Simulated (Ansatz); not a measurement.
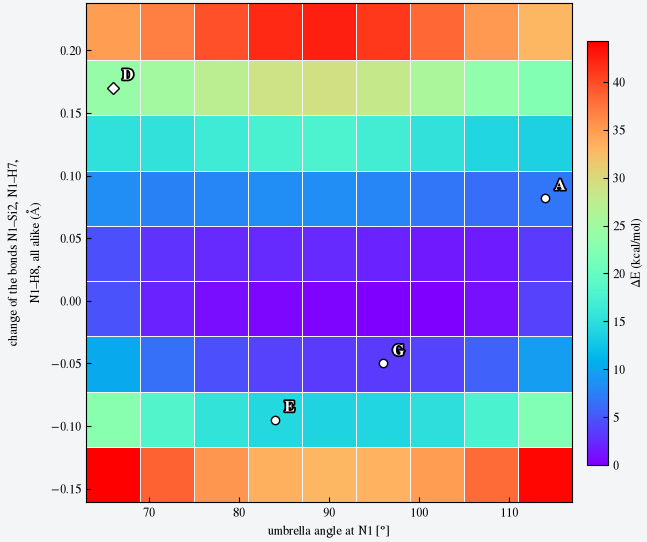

CH6AlNO2Si, SMILES N[SiH]1C[O][Al]1[OH]. The first coordinate is: umbrella angle at N1 (between each of its bonds and their common axis; 90 is planar); the second: change of the bonds N1–Si2, N1–H7, N1–H8, all alike. Nothing is relaxed (all other coordinates rigid). The grid has 9 × 9 points. Points are written as (first, second). Energies are in kcal/mol, from the lowest grid point. All numbers below come from Ansatz 0.2.0, RKS PBE-D4/def2-SVP.

Drawn: one coloured cell a grid point, lettered points.

Is E the lowest point of the computed grid?

Answer. No. E lies 14.2 kcal/mol above the lowest grid point, which is at (96°, −0.006 Å).

Rank the lettered points by energy, lowest first.

Answer. G (3.4 kcal/mol), A (6.9 kcal/mol), E (14.2 kcal/mol), D (24.1 kcal/mol).
